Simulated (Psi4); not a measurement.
**Run report: C$_{2}$F$_{2}$ (charge +1), energy and gradient calculation**

C$_{2}$F$_{2}$, charge +1, multiplicity 2, computed with SVWN5/cc-pVTZ, UKS (Psi4 1.11).

The geometry is that of the parent species in another charge or spin state. The geometry comes from this level: PBE0-D4/def2-TZVP.

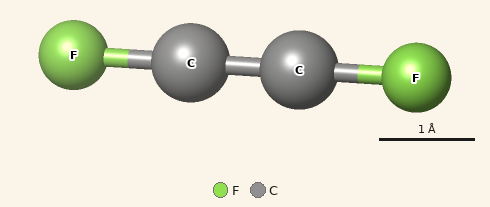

Fig. 1: The structure as given in the input (ball-and-stick view, seen at a tilt). Bond lengths as drawn: C–C 1.18 Å and C–F 1.28 Å.

### Results in brief

- outcome: converged
- total energy: −273.503938 hartree
- basis functions: 120
- largest force: 8.420 eV/Å
- ⟨S²⟩: 0.751
- hardware: 1 thread of Intel Xeon (Granite Rapids), 64 GiB of memory available, shared host
- wall time: 21 s
- peak memory: 0.72 GiB

### The input (job.dat)
```
memory 1.6 GB

molecule {
  1 2
  F     -0.136400     0.128000     1.852800
  C     -0.033700     0.030200     0.583200
  C      0.061400    -0.060400    -0.593400
  F      0.164100    -0.158200    -1.863000
  units angstrom
  symmetry c1
  no_reorient
  no_com
}

set basis cc-pVTZ
set reference uks
set puream true
set e_convergence 1e-09
set d_convergence 1e-08
set scf_type pk
set dft_radial_points 99
set dft_spherical_points 590
set maxiter 100

energy_value, wavefunction = gradient("scf", dft_functional={"name": "SVWN5", "x_functionals": {"LDA_X": {}}, "c_functionals": {"LDA_C_VWN": {}}}, return_wfn=True)
oeprop(wavefunction, "QUADRUPOLE", "DIPOLE", "LOWDIN_CHARGES")
print_variables()
```

Launched with:
```bash
psi4 -n 1 job.dat job.out
```

### The program's output
```
Psi4 1.11 release

gradient() will perform analytic gradient computation.

   => Loading Basis Set <=

    Name: CC-PVTZ
    Role: ORBITAL
    Keyword: BASIS

         ---------------------------------------------------------
                                   SCF
                              UKS Reference
                        1 Threads,   1525 MiB Core
         ---------------------------------------------------------

  ==> Geometry <==

    Molecular point group: c1
    Full point group: C1

    Geometry (in Angstrom), charge = 1, multiplicity = 2:

       Center              X                  Y                   Z               Mass
    ------------   -----------------  -----------------  -----------------  -----------------
         F           -0.136400000000     0.128000000000     1.852800000000    18.998403162730
         C           -0.033700000000     0.030200000000     0.583200000000    12.000000000000
         C            0.061400000000    -0.060400000000    -0.593400000000    12.000000000000
         F            0.164100000000    -0.158200000000    -1.863000000000    18.998403162730

  Running in c1 symmetry.

  Rotational constants: A =    693.65885  B =      0.11938  C =      0.11936 [cm^-1]
  Rotational constants: A = 20795369.20704  B =   3579.01608  C =   3578.40022 [MHz]
  Nuclear repulsion =   95.510996951943412

  Charge       = 1
  Multiplicity = 2
  Electrons    = 29
  Nalpha       = 15
  Nbeta        = 14

  ==> Algorithm <==

  SCF Algorithm Type is PK.
  DIIS enabled.
  MOM disabled.
  Fractional occupation disabled.
  Guess Type is SAD.
  Energy threshold   = 1.00e-09
  Density threshold  = 1.00e-08
  Integral threshold = 1.00e-12

  ==> Primary Basis <==

  Basis Set: CC-PVTZ
    Blend: CC-PVTZ
    Number of shells: 40
    Number of basis functions: 120
    Number of Cartesian functions: 140
    Spherical Harmonics?: true
    Max angular momentum: 3

  ==> DFT Potential <==

   => LibXC <=

    Version 7.1.2

   => Composite Functional: SVWN5 <=

    Slater exchange
    Vosko, Wilk & Nusair (VWN5)

    Deriv               =              1
    GGA                 =          FALSE
    Meta                =          FALSE

    Exchange Hybrid     =          FALSE
    MP2 Hybrid          =          FALSE

   => Exchange Functionals <=

    1.0000         XC_LDA_X

   => Correlation Functionals <=

    1.0000     XC_LDA_C_VWN

   => LibXC Density Thresholds  <==

    XC_LDA_C_VWN:  1.00E-15
    XC_LDA_X:  1.00E-15

   => Molecular Quadrature <=

    Radial Scheme          =       TREUTLER
    Pruning Scheme         =           NONE
    Nuclear Scheme         =       TREUTLER

    Blocking Scheme        =         OCTREE
    BS radius alpha        =              1
    Pruning alpha          =              1
    Radial Points          =             99
    Spherical Points       =            590
    Total Points           =         223764
    Total Blocks           =           1712
    Max Points             =            256
    Max Functions          =            120
    Weights Tolerance      =       1.00E-15

  ==> Integral Setup <==

  Using in-core PK algorithm.
   Calculation information:
      Number of atoms:                   4
      Number of AO shells:              40
      Number of primitives:            104
      Number of atomic orbitals:       140
      Number of basis functions:       120

      Integral cutoff                 1.00e-12
      Number of threads:                 1

  Performing in-core PK
  Using 52714860 doubles for integral storage.
  We computed 295503 shell quartets total.
  Whereas there are 336610 unique shell quartets.

  ==> DiskJK: Disk-Based J/K Matrices <==

    J tasked:                  Yes
    K tasked:                   No
    wK tasked:                  No
    Memory [MiB]:             1029
    Schwarz Cutoff:          1E-12

  Cached 50.0% of DFT collocation blocks in 0.076 [GiB].

  Minimum eigenvalue in the overlap matrix is 3.3425847995E-04.
  Reciprocal condition number of the overlap matrix is 7.1336972498E-05.
    Using symmetric orthogonalization.

  ==> Pre-Iterations <==

  SCF Guess: Superposition of Atomic Densities via on-the-fly atomic UHF (no occupation information).

   -------------------------
    Irrep   Nso     Nmo
   -------------------------
     A        120     120
   -------------------------
    Total     120     120
   -------------------------

  ==> Iterations <==

                        Total Energy        Delta E     RMS |[F,P]|

   @UKS iter SAD:  -273.74484446326335   -2.73745e+02   0.00000e+00
   @UKS iter   1:  -273.32613956322064    4.18705e-01   5.48166e-03 DIIS/ADIIS
   @UKS iter   2:  -272.94528676187156    3.80853e-01   1.02385e-02 DIIS/ADIIS
   @UKS iter   3:  -273.49457058328170   -5.49284e-01   1.40009e-03 DIIS/ADIIS
   @UKS iter   4:  -273.50202226433851   -7.45168e-03   6.11548e-04 DIIS/ADIIS
   @UKS iter   5:  -273.50292144197488   -8.99178e-04   4.51201e-04 DIIS/ADIIS
   @UKS iter   6:  -273.50349534591021   -5.73904e-04   2.93201e-04 DIIS/ADIIS
   @UKS iter   7:  -273.50382510676172   -3.29761e-04   1.48138e-04 DIIS/ADIIS
   @UKS iter   8:  -273.50393115940534   -1.06053e-04   3.58169e-05 DIIS
   @UKS iter   9:  -273.50393775653669   -6.59713e-06   8.01513e-07 DIIS
   @UKS iter  10:  -273.50393775858907   -2.05239e-09   4.69000e-07 DIIS
   @UKS iter  11:  -273.50393775973947   -1.15040e-09   4.69967e-08 DIIS
   @UKS iter  12:  -273.50393775975004   -1.05729e-11   4.07109e-09 DIIS
  Energy and wave function converged.

  ==> Post-Iterations <==

   Electrons on quadrature grid:
      Nalpha   =   14.9999999597 ; deviation = -4.034e-08
      Nbeta    =   13.9999999652 ; deviation = -3.482e-08
      Ntotal   =   28.9999999248 ; deviation = -7.516e-08

   @Spin Contamination Metric:   5.997031851E-04
   @S^2 Expected:                7.500000000E-01
   @S^2 Observed:                7.505997032E-01
   @S   Expected:                5.000000000E-01
   @S   Observed:                5.000000000E-01

    Orbital Energies [Eh]
    ---------------------

    Alpha Occupied:

       1A    -24.504262     2A    -24.504255     3A    -10.253541
       4A    -10.250861     5A     -1.508805     6A     -1.507387
       7A     -1.082462     8A     -0.898404     9A     -0.879569
      10A     -0.801416    11A     -0.783883    12A     -0.769068
      13A     -0.754446    14A     -0.606963    15A     -0.582503

    Alpha Virtual:

      16A     -0.326862    17A     -0.307257    18A     -0.284918
      19A     -0.254829    20A     -0.019627    21A     -0.018661
      22A     -0.009311    23A      0.019197    24A      0.091510
      25A      0.099189    26A      0.138773    27A      0.195601
      28A      0.196313    29A      0.216389    30A      0.403417
      31A      0.443361    32A      0.454644    33A      0.485320
      34A      0.485352    35A      0.553907    36A      0.567834
      37A      0.568638    38A      0.573323    39A      0.580240
      40A      0.618856    41A      0.896548    42A      0.910072
      43A      0.963289    44A      1.175241    45A      1.423411
      46A      1.449808    47A      1.462506    48A      1.463306
      49A      1.470532    50A      1.580790    51A      1.616824
      52A      1.617033    53A      1.780049    54A      1.797575
      55A      1.895590    56A      2.040518    57A      2.049030
      58A      2.049852    59A      2.056706    60A      2.163570
      61A      2.164113    62A      2.166255    63A      2.195588
      64A      2.259572    65A      2.279092    66A      2.320026
      67A      2.333337    68A      2.354436    69A      2.474757
      70A      2.474762    71A      2.512549    72A      2.512998
      73A      2.562605    74A      2.562796    75A      2.739900
      76A      2.755454    77A      2.870089    78A      3.251707
      79A      3.251726    80A      3.386218    81A      3.402936
      82A      3.482621    83A      3.901750    84A      4.093057
      85A      4.109513    86A      4.384080    87A      4.399531
      88A      4.411321    89A      4.935263    90A      4.954572
      91A      5.010841    92A      5.837591    93A      6.197627
      94A      6.367253    95A      6.367253    96A      6.370079
      97A      6.370079    98A      6.458556    99A      6.458681
     100A      6.598017   101A      6.598034   102A      6.997888
     103A      7.009753   104A      7.051677   105A      7.529891
     106A      7.546775   107A      7.559024   108A      7.770414
     109A      7.770435   110A      7.812664   111A      7.812684
     112A      8.358085   113A      8.370503   114A      8.414821
     115A      8.426970   116A      8.556976   117A      8.828819
     118A     11.453638   119A     11.880319   120A     15.916688

    Beta Occupied:

       1A    -24.499062     2A    -24.499054     3A    -10.246877
       4A    -10.244209     5A     -1.500171     6A     -1.498865
       7A     -1.055707     8A     -0.890294     9A     -0.871669
      10A     -0.778842    11A     -0.777022    12A     -0.751760
      13A     -0.749045    14A     -0.571178

    Beta Virtual:

      15A     -0.569832    16A     -0.309975    17A     -0.274270
      18A     -0.272492    19A     -0.243961    20A     -0.014922
      21A     -0.005069    22A     -0.004610    23A      0.025691
      24A      0.100424    25A      0.101717    26A      0.150209
      27A      0.213800    28A      0.215048    29A      0.220359
      30A      0.405787    31A      0.455654    32A      0.458072
      33A      0.497015    34A      0.497704    35A      0.570719
      36A      0.573460    37A      0.581606    38A      0.582564
      39A      0.583745    40A      0.624988    41A      0.911048
      42A      0.914253    43A      0.971676    44A      1.181307
      45A      1.433041    46A      1.472292    47A      1.472676
      48A      1.480912    49A      1.483613    50A      1.598230
      51A      1.625374    52A      1.625610    53A      1.804748
      54A      1.804934    55A      1.908034    56A      2.058541
      57A      2.061194    58A      2.075810    59A      2.075938
      60A      2.173087    61A      2.187759    62A      2.188865
      63A      2.212506    64A      2.286532    65A      2.287170
      66A      2.336918    67A      2.338309    68A      2.360453
      69A      2.499113    70A      2.499220    71A      2.536757
      72A      2.537964    73A      2.587009    74A      2.588196
      75A      2.759966    76A      2.761389    77A      2.881013
      78A      3.273373    79A      3.274498    80A      3.408435
      81A      3.409577    82A      3.497512    83A      3.910371
      84A      4.116163    85A      4.116714    86A      4.403861
      87A      4.405732    88A      4.429342    89A      4.961882
      90A      4.962650    91A      5.029115    92A      5.846307
      93A      6.206254    94A      6.378667    95A      6.378669
      96A      6.381502    97A      6.381504    98A      6.466898
      99A      6.467001   100A      6.606873   101A      6.606989
     102A      7.011197   103A      7.013546   104A      7.058576
     105A      7.536533   106A      7.560751   107A      7.563031
     108A      7.786413   109A      7.786582   110A      7.828635
     111A      7.828804   112A      8.373846   113A      8.375329
     114A      8.430075   115A      8.431605   116A      8.564618
     117A      8.836558   118A     11.464281   119A     11.889524
     120A     15.928094

    Final Occupation by Irrep:
              A
    DOCC [    14 ]
    SOCC [     1 ]
    NA   [    15 ]
    NB   [    14 ]

  @UKS Final Energy:  -273.50393775975004

   => Energetics <=

    Nuclear Repulsion Energy =             95.5109969519434117
    One-Electron Energy =                -559.4597955636659208
    Two-Electron Energy =                 219.7000202106864890
    DFT Exchange-Correlation Energy =     -29.2551593587140246
    Empirical Dispersion Energy =           0.0000000000000000
    VV10 Nonlocal Energy =                  0.0000000000000000
    Total Energy =                       -273.5039377597500447

  UHF NO Occupations:
  HONO-2 :   13  A 1.9999339
  HONO-1 :   14  A 1.9999266
  HONO-0 :   15  A 1.0000000
  LUNO+0 :   16  A 0.0000734
  LUNO+1 :   17  A 0.0000661
  LUNO+2 :   18  A 0.0000501
  LUNO+3 :   19  A 0.0000496

Computation Completed

Properties will be evaluated at   0.000000,   0.000000,   0.000000 [a0]

Properties computed using the SCF density matrix

 Multipole Moments:

 ------------------------------------------------------------------------------------
     Multipole            Electronic (a.u.)      Nuclear  (a.u.)        Total (a.u.)
 ------------------------------------------------------------------------------------

 L = 1.  Multiply by 2.5417464519 to convert [e a0] to [Debye]
 Dipole X            :         -0.7590085            0.7851812            0.0261727
 Dipole Y            :          0.8275111           -0.8560459           -0.0285349
 Dipole Z            :          0.2794905           -0.2891281           -0.0096376
 Magnitude           :                                                    0.0399015

 ------------------------------------------------------------------------------------

	total time  =         11 seconds =       0.18 minutes

         ------------------------------------------------------------
                                   SCF GRAD
         ------------------------------------------------------------

  ==> Geometry <==

    Molecular point group: c1
    Full point group: C1

    Geometry (in Angstrom), charge = 1, multiplicity = 2:

       Center              X                  Y                   Z               Mass
    ------------   -----------------  -----------------  -----------------  -----------------
         F           -0.136400000000     0.128000000000     1.852800000000    18.998403162730
         C           -0.033700000000     0.030200000000     0.583200000000    12.000000000000
         C            0.061400000000    -0.060400000000    -0.593400000000    12.000000000000
         F            0.164100000000    -0.158200000000    -1.863000000000    18.998403162730

  Nuclear repulsion =   95.510996951943412

  ==> Basis Set <==

  Basis Set: CC-PVTZ
    Blend: CC-PVTZ
    Number of shells: 40
    Number of basis functions: 120
    Number of Cartesian functions: 140
    Spherical Harmonics?: true
    Max angular momentum: 3

  ==> DirectJKGrad: Integral-Direct SCF Gradients <==

    Gradient:                    1
    J tasked:                  Yes
    K tasked:                   No
    wK tasked:                  No
    Integrals threads:           1
    Schwarz Cutoff:          1E-12

  ==> DFT Potential <==

   => LibXC <=

    Version 7.1.2

   => Composite Functional: SVWN5 <=

    Slater exchange
    Vosko, Wilk & Nusair (VWN5)

    Deriv               =              1
    GGA                 =          FALSE
    Meta                =          FALSE

    Exchange Hybrid     =          FALSE
    MP2 Hybrid          =          FALSE

   => Exchange Functionals <=

    1.0000         XC_LDA_X

   => Correlation Functionals <=

    1.0000     XC_LDA_C_VWN

   => LibXC Density Thresholds  <==

    XC_LDA_C_VWN:  1.00E-15
    XC_LDA_X:  1.00E-15

   => Molecular Quadrature <=

    Radial Scheme          =       TREUTLER
    Pruning Scheme         =           NONE
    Nuclear Scheme         =       TREUTLER

    Blocking Scheme        =         OCTREE
    BS radius alpha        =              1
    Pruning alpha          =              1
    Radial Points          =             99
    Spherical Points       =            590
    Total Points           =         223764
    Total Blocks           =           1712
    Max Points             =            256
    Max Functions          =            120
    Weights Tolerance      =       1.00E-15

  -Total Gradient:
     Atom            X                  Y                   Z
    ------   -----------------  -----------------  -----------------
       1       -0.005177831326     0.004930123697     0.063992567002
       2        0.013160851796    -0.012533963627    -0.162723838084
       3       -0.013160851811     0.012533963642     0.162723838273
       4        0.005177831341    -0.004930123711    -0.063992567191

	total time  =          9 seconds =       0.15 minutes

Properties will be evaluated at   0.000000,   0.000000,   0.000000 [a0]
OEProp: No title given, name of density matrix used for the following properties is 'SCF alpha density'

 Multipole Moments:

 ------------------------------------------------------------------------------------
     Multipole            Electronic (a.u.)      Nuclear  (a.u.)        Total (a.u.)
 ------------------------------------------------------------------------------------

 L = 1.  Multiply by 2.5417464519 to convert [e a0] to [Debye]
 Dipole X            :         -0.7590085            0.7851812            0.0261727
 Dipole Y            :          0.8275111           -0.8560459           -0.0285349
 Dipole Z            :          0.2794905           -0.2891281           -0.0096376
 Magnitude           :                                                    0.0399015

 L = 2.  Multiply by 1.3450342976 to convert [e a0^2] to [Debye ang]
 Quadrupole XX       :        -14.2877109            1.5685468          -12.7191641
 Quadrupole XY       :          1.1103296           -1.4967625           -0.3864329
 Quadrupole XZ       :         18.7643442          -19.1498122           -0.3854681
 Quadrupole YY       :        -14.7445959            1.4286486          -13.3159473
 Quadrupole YZ       :        -17.8296118           18.2398885            0.4102767
 Quadrupole ZZ       :       -244.3631429          236.7123402           -7.6508027
 Traceless XX        :         76.8441057          -78.3346318           -1.4905261
 Traceless YY        :         76.3872206          -78.4745299           -2.0873093
 Traceless ZZ        :       -153.2313263          156.8091617            3.5778354

 ------------------------------------------------------------------------------------
  Lowdin Charges: (a.u.)
   Center  Symbol    Alpha    Beta     Spin     Total
       1     F     4.28950  4.15224  0.13725  0.55826
       2     C     3.21050  2.84776  0.36275 -0.05826
       3     C     3.21050  2.84776  0.36275 -0.05826
       4     F     4.28950  4.15224  0.13725  0.55826

  Total alpha = 15.00000, Total beta = 14.00000, Total charge =  1.00000

  Variable Map:
  ----------------------------------------------------------------------------
  "CURRENT ENERGY"              =>    -273.503937759750
  "CURRENT REFERENCE ENERGY"    =>    -273.503937759750
  "DD SOLVATION ENERGY"         =>       0.000000000000
  "DFT FUNCTIONAL TOTAL ENERGY" =>    -273.503937759750
  "DFT TOTAL ENERGY"            =>    -273.503937759750
  "DFT VV10 ENERGY"             =>       0.000000000000
  "DFT XC ENERGY"               =>     -29.255159358714
  "GRID ELECTRONS ALPHA"        =>      14.999999959660
  "GRID ELECTRONS BETA"         =>      13.999999965183
  "GRID ELECTRONS TOTAL"        =>      28.999999924843
  "NUCLEAR REPULSION ENERGY"    =>      95.510996951943
  "ONE-ELECTRON ENERGY"         =>    -559.459795563666
  "PCM POLARIZATION ENERGY"     =>       0.000000000000
  "PE ENERGY"                   =>       0.000000000000
  "SCF ITERATION ENERGY"        =>    -273.503937759750
  "SCF ITERATIONS"              =>      12.000000000000
  "SCF TOTAL ENERGY"            =>    -273.503937759750
  "TWO-ELECTRON ENERGY"         =>     219.700020210686
  "XC GRID RADIAL POINTS"       =>      99.000000000000
  "XC GRID SPHERICAL POINTS"    =>     590.000000000000
  "XC GRID TOTAL POINTS"        =>  223764.000000000000

  Array Variable Map:
  ----------------------------------------------------------------------------
  "CURRENT DIPOLE"              =>       0.026172706954 ... -0.009637604686 1 by 3
  "CURRENT GRADIENT"            =>      -0.005177831326 ... -0.063992567191 4 by 3
  "DFT TOTAL GRADIENT"          =>      -0.005177831326 ... -0.063992567191 4 by 3
  "DIPOLE"                      =>       0.026172706954 ... -0.009637604686 1 by 3
  "QUADRUPOLE"                  =>     -12.719164112705 ... -7.650802689029 1 by 6
  "SCF DIPOLE"                  =>       0.026172706954 ... -0.009637604686 1 by 3
  "SCF TOTAL ENERGIES"          =>    -273.744844463263 ... -273.503937759750 1 by 13
  "SCF TOTAL GRADIENT"          =>      -0.005177831326 ... -0.063992567191 4 by 3

    Psi4 run time: 0:00:19.80
```

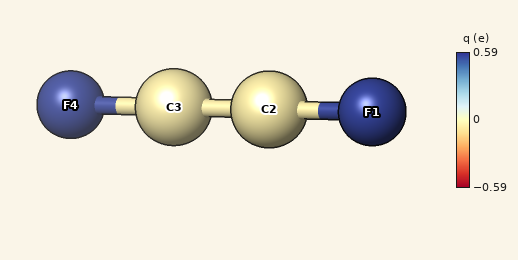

Fig. 2: Löwdin charges, as the colour of each atom (ball-and-stick view, seen at a tilt; atoms are numbered from 1 in the order of the input). By element: F +0.56 and C −0.06 e.
